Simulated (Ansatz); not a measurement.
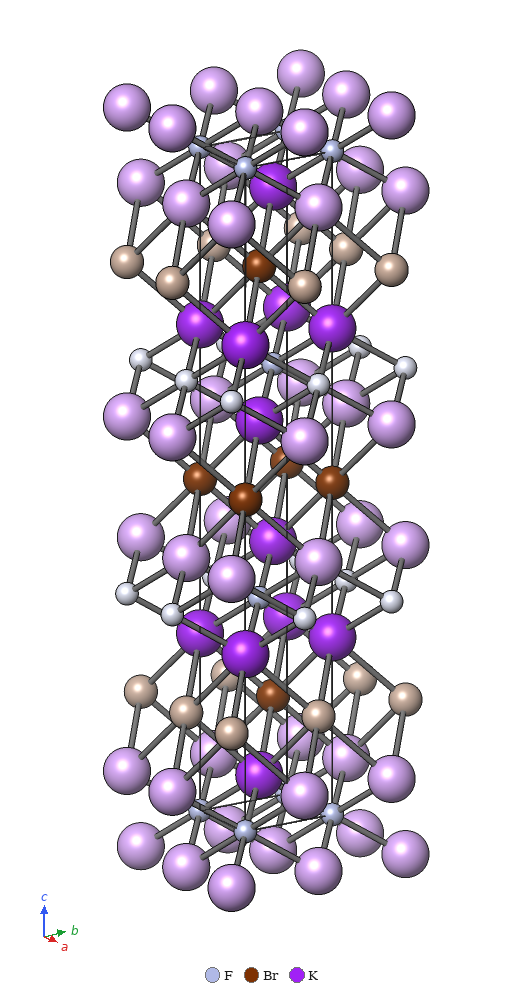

We look at a ball-and-stick model of the crystal slightly off an axis. The lines enclose the conventional unit cell; boundary atoms appear with their images. Bonds that leave the box are completed with the atoms at their other ends, in fainter colours.

K2BrF, space group R-3m (No. 166), a = 4.178 Å, b = 4.178 Å, c = 20.905 Å, α = 90.00°, β = 90.00°, γ = 120.00°. The structure comes from a structure type filled with these elements by a generator (whether the compound takes this form wasn't checked). Earlier steps of the study may have refined or changed the cell and positions. Ansatz was used for an electronic-structure calculation on it.

This one geometry was computed with Ansatz (DFT, plane waves, PAW) at five levels of theory: HSE06, PBE0, PBE, r2SCAN and PBE with spin-orbit coupling. It was relaxed beforehand with r2SCAN.

Question: How does the band gap change with the level of theory?

Answer: PBE with spin-orbit coupling: a gap of 3.97 eV, direct; PBE: a gap of 4.14 eV, direct; r2SCAN: a gap of 4.72 eV, direct; HSE06: a gap of 5.36 eV, direct; PBE0: a gap of 6.09 eV, direct.

Question: Collect the results in a table.

Answer:
| level | cutoff (eV) | k-mesh of the run's cell | gap (eV) | pressure (GPa) |
| --- | --- | --- | --- | --- |
| HSE06 | 420 | 6×6×6 | 5.36 | 0.6 |
| PBE0 | 420 | 6×6×6 | 6.09 | 0.6 |
| PBE | 420 | 8×8×8 | 4.14 | 1.1 |
| r2SCAN | 500 | 8×8×8 | 4.72 | 0.0 |
| PBE with spin-orbit coupling | 420 | 8×8×8 | 3.97 | 1.1 |

Gaps are taken on the k-mesh or band path of each run.
